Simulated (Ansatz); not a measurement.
Consider Cl5FMo···HBr.

The calculation's input:

```
crystal:
  periodic: [false, false, false]
  atoms:
    - { symbol: Mo, position_ang: [-0.085786, -0.094227, -0.157692] }
    - { symbol: Cl, position_ang: [-0.062993, 0.065395, 2.150709] }
    - { symbol: Cl, position_ang: [2.19714, -0.116606, -0.305284] }
    - { symbol: Cl, position_ang: [-0.24459, 2.184121, -0.433295] }
    - { symbol: F, position_ang: [-1.953583, -0.138206, -0.050666] }
    - { symbol: Cl, position_ang: [-0.120912, -2.411362, 0.050431] }
    - { symbol: Cl, position_ang: [-0.26738, -0.344217, -2.460029] }
    - { symbol: Br, position_ang: [1.985596, 2.382561, 1.719459] }
    - { symbol: H, position_ang: [1.961607, 1.461441, 2.912767] }
basis:
  gaussian: { orbitals: def2-SVP }
hamiltonian:
  xc: pbe
relax:
  f_tol: 0.03
  max_steps: 50
output:
  orbitals: {}
```

Command:

```sh
ansatz run input.yaml --threads 4 --pin off --max-ram 5120MiB --backend cpu --events-out ev --progress --plain --runs-dir out
```

The fields are those of the run's last geometry, not of the input's.

Core potentials replace the inner electrons of Mo.

Method: Ansatz 0.2.0, RKS PBE/def2-SVP.

Q: Predict the electron density and electron localisation function between the atoms.

A: Mo–Cl (2.31 Å): ρ is about 0.63 e/Å³ halfway; the ELF peaks at about 0.85 in the valence shell of Cl, 0.9 Å from its nucleus, and is about 0.30 at the midpoint.
Mo–Cl (2.36 Å): ρ at the midpoint is about 0.57 e/Å³; the ELF peaks at about 0.85 in the valence shell of Cl, 0.9 Å from its nucleus, and is about 0.30 at the midpoint.

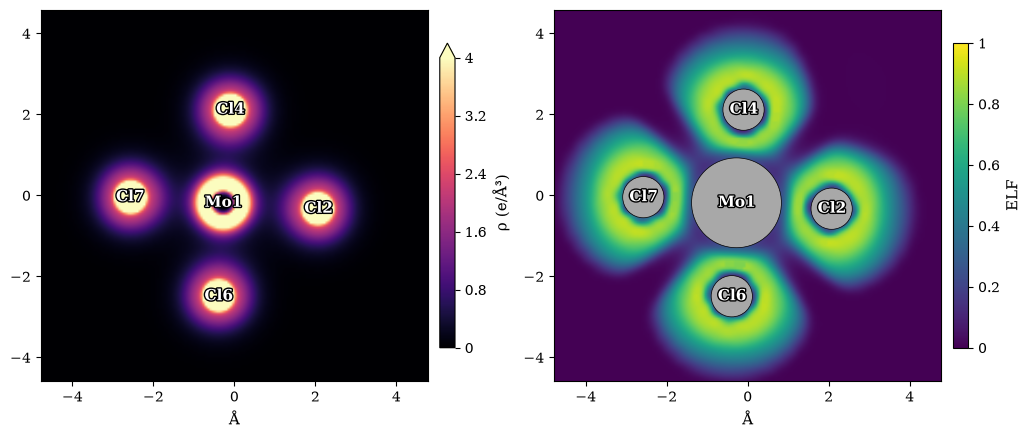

Computed electron density and electron localisation function on the plane of atoms Cl4, Mo1 and Cl7, in this order. Grey discs cover the atomic cores in the ELF map. 
